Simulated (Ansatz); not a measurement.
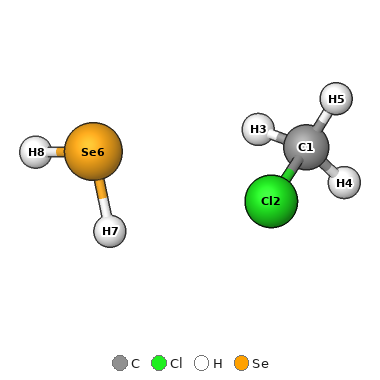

The system is the pair CH₃Cl···H₂Se; the picture shows the reference structure. The turn is about an axis along (0.67, 0.74, −0.09) in the frame of the relaxed pair, normal to the line between the partners. First axis: distance Cl2···Se6. Second axis: turn of Se6, H7, H8 about Cl2. The grid has 9 × 9 points. At 7 points there is no value (left out of the scan, as a rule where atoms come close). Points are written as (first, second). Energies: eV, counted from the two partners far apart, frozen as in the relaxed pair, each in its own basis (no counterpoise correction). Energies and slopes of some neighbouring points disagree (a jump in structure or state, or too coarse a mesh). Level of theory: RKS PBE-D4/def2-SVPD (Ansatz 0.2.0).

Its coordinates:

```xyz
8

C    -0.0677    0.1944   -1.5716
Cl    1.2451   -0.9241   -1.0557
H    -0.5268    0.6203   -0.6620
H    -0.8077   -0.3818   -2.1526
H     0.3782    0.9897   -2.1928
Se    0.3849    0.2472    2.2287
H    -0.0596   -1.1533    2.0298
H    -0.5463    0.4078    3.3761
```

Range: distance Cl2···Se6 from 3.017 to 5.017 Å; turn of Se6, H7, H8 about Cl2 from −90.0 to 90.0°.

Question: What will the energy surface look like?

Answer: The lowest grid point is at (3.524 Å, 0.0°), −0.13 eV from the two partners far apart, frozen as in the relaxed pair, each in its own basis (no counterpoise correction). The highest grid point, (3.304 Å, −90.0°), lies 17.37 eV above the lowest.

```tsv
turn of Se6, H7, H8 about Cl2 ↓, distance Cl2···Se6 →	3.017	3.126	3.304	3.524	3.775	4.053	4.354	4.676	5.017
90.0	0.05	0.00	−0.04	−0.06	−0.06	−0.05	−0.04	−0.03	−0.02
67.5	0.08	0.03	−0.02	−0.05	−0.05	−0.05	−0.04	−0.03	−0.02
45.0	0.07	0.01	−0.04	−0.06	−0.07	−0.06	−0.05	−0.04	−0.03
22.5	0.01	−0.04	−0.08	−0.10	−0.09	−0.08	−0.06	−0.05	−0.03
0.0	0.01	−0.05	−0.11	−0.13	−0.13	−0.11	−0.09	−0.06	−0.05
−22.5	1.49	1.09	0.62	0.26	0.05	−0.05	−0.09	−0.08	−0.07
−45.0	–	–	9.11	4.62	2.11	0.84	0.27	0.04	−0.04
−67.5	–	–	–	7.98	3.84	1.63	0.57	0.13	−0.02
−90.0	–	–	17.24	9.88	4.84	2.05	0.72	0.18	−0.01
```

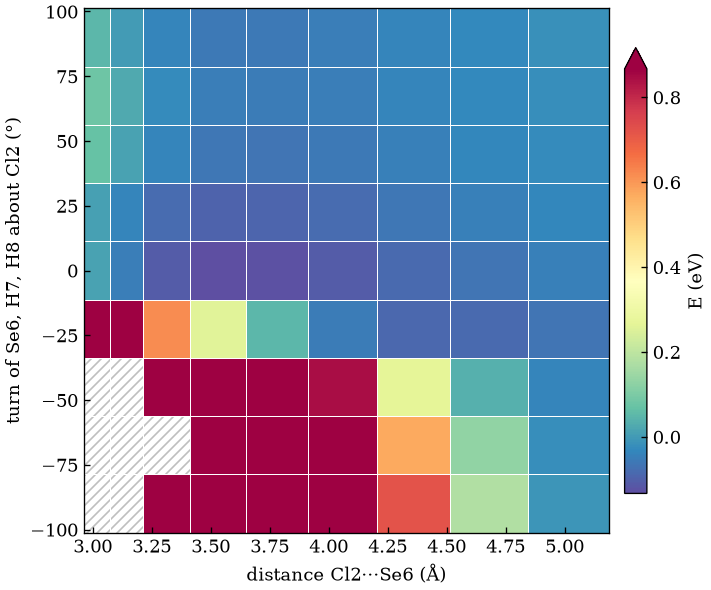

The picture shows one coloured cell a grid point, one colour for all values above the top of the scale, hatched blanks where no value was computed.

The whole map (74 points run) took 14 min on 1 thread of Arm Neoverse V1, on a shared host.
